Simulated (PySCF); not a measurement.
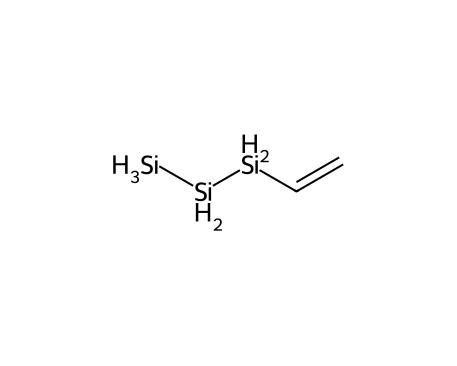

Skeletal drawing of a molecule.

Write the SMILES.

Answer. C=C[SiH2][SiH2][SiH3]

Give the formula, hydrogens included.

Answer. C2H10Si3.

An optimisation with PBE0-D3(BJ)/def2-SVP gave a structure of which point group?

Answer. C1. Other conformers may differ.

The parts below concern this one geometry. Atoms keep their numbers from picture to picture. The computed structure is the end point of a PBE0-D3(BJ)/def2-SVP optimisation. No frequency run is at hand to confirm it as a minimum.

### Excitation

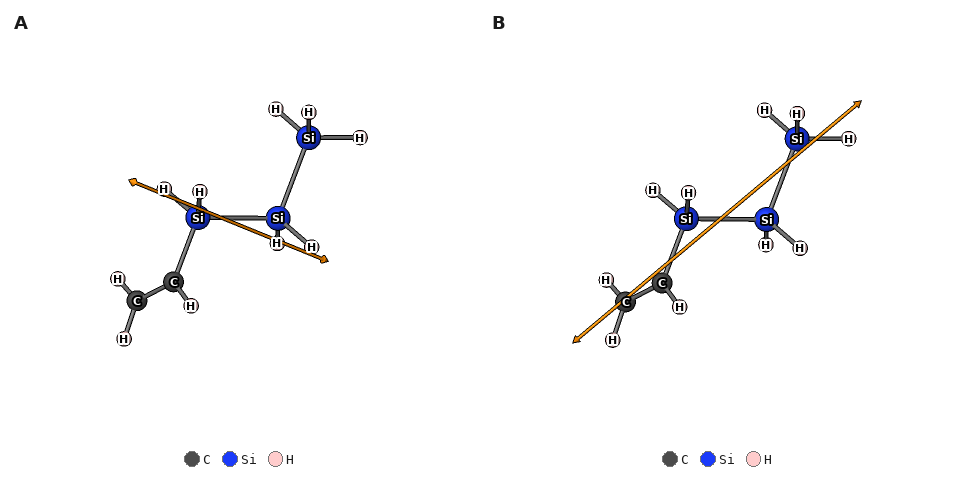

The double arrows show the directions of two transition dipoles from the ground state (lengths mean nothing). No frequency run is at hand to confirm it as a minimum. Method: TDDFT CAM-B3LYP/def2-SVPD, vertical, gas phase, core orbitals frozen in the response (PySCF 2.14.0).

One belongs to singlet state 1 and one to singlet state 6. Which is which?

Answer. A: state 6, 7.20 eV (172 nm), oscillator strength 0.030, mainly HOMO → LUMO+3 (weight 0.61).
B: state 1, 6.24 eV (199 nm), oscillator strength 0.47, mainly HOMO → LUMO (weight 0.80).

### NMR shielding

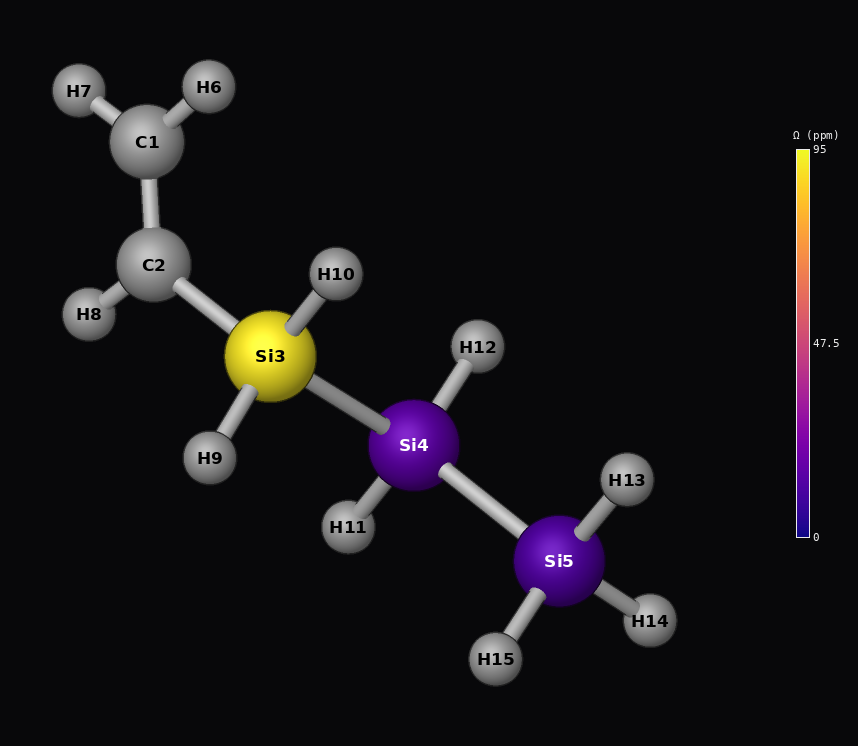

The Si atoms are coloured by the span of their shielding tensor. No frequency run is at hand to confirm it as a minimum. Level of theory: GIAO PBE0/pcSseg-1 NMR shielding, non-relativistic, gas phase (PySCF 2.14.0). Principal shieldings σ11 ≤ σ22 ≤ σ33, span Ω = σ33 − σ11, skew κ = 3(σiso − σ22)/Ω.

Which Si atom has the most anisotropic shielding?

Answer. Si3, with a span of 91 ppm.

Give the shielding tensors of the Si atoms.

| atom | σ11 | σ22 | σ33 | σiso | Ω | κ |
| --- | --- | --- | --- | --- | --- | --- |
| Si3 | 374.4 | 405.8 | 465.2 | 415.1 | 90.8 | 0.31 |
| Si4 | 456.4 | 469.8 | 472.1 | 466.1 | 15.6 | −0.71 |
| Si5 | 453.0 | 455.7 | 466.3 | 458.4 | 13.3 | 0.60 |

Shieldings and span in ppm.

### Charges

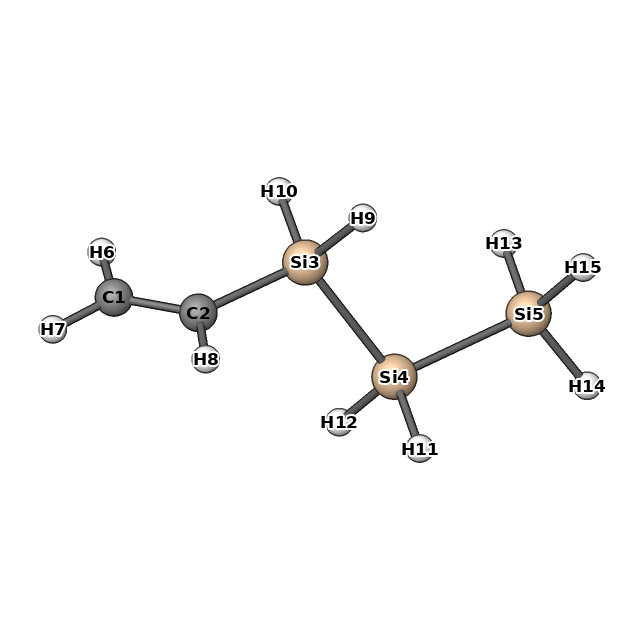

The questions are on IAO charges. No frequency run is at hand to confirm it as a minimum. Method: PBE0/pcSseg-1, gas phase (PySCF 2.14.0).

Give the IAO charges atom by atom.

```json
{"atom": "C1", "value (e)": "−0.27"}
{"atom": "C2", "value (e)": "−0.41"}
{"atom": "Si3", "value (e)": "0.47"}
{"atom": "Si4", "value (e)": "0.12"}
{"atom": "Si5", "value (e)": "0.28"}
{"atom": "H6", "value (e)": "0.14"}
{"atom": "H7", "value (e)": "0.15"}
{"atom": "H8", "value (e)": "0.15"}
{"atom": "H9", "value (e)": "−0.10"}
{"atom": "H10", "value (e)": "−0.10"}
{"atom": "H11", "value (e)": "−0.08"}
{"atom": "H12", "value (e)": "−0.08"}
{"atom": "H13", "value (e)": "−0.09"}
{"atom": "H14", "value (e)": "−0.09"}
{"atom": "H15", "value (e)": "−0.09"}
```
